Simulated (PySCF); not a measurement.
SMILES C=C[Si](Cl)(C=C)C=C at its GFN2-xTB optimised geometry (Å):

```
17

C     -2.5969    -1.9001     2.4422
C     -1.8325    -2.3546     1.4617
Si    -1.2060    -1.3298     0.0000
Cl    -1.8245    -2.2586    -1.7166
C     -1.9176     0.4173     0.0000
C     -1.7177     1.3026     0.9645
C      0.6859    -1.3298     0.0000
C      1.4504    -0.2531     0.0920
H     -2.9315    -2.5280     3.2537
H     -2.9240    -0.8734     2.4747
H     -1.5399    -3.3984     1.4815
H     -2.5284     0.7088    -0.8462
H     -1.1196     1.0719     1.8314
H     -2.1397     2.2959     0.9348
H      1.1696    -2.2959    -0.0901
H      2.5284    -0.3064     0.0835
H      1.0279     0.7349     0.1787
```

Method: PBE0/def2-SVP (PySCF). Cells within 0.4 Å of a nucleus heavier than hydrogen are left out (blank, or x).

Map of the deformation density (molecule minus spherical neutral atoms) (e/bohr³) on the plane z = 0.0 Å:

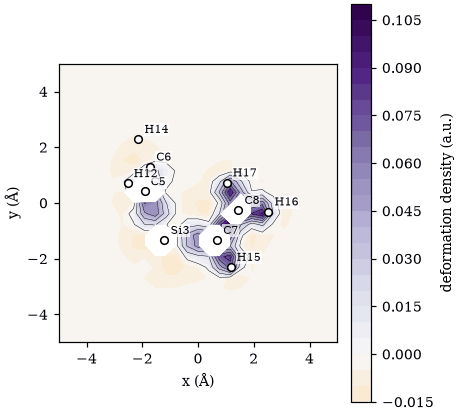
Figure: Deformation density (molecule minus spherical neutral atoms) (e/bohr³) on the plane z = 0.0 Å.
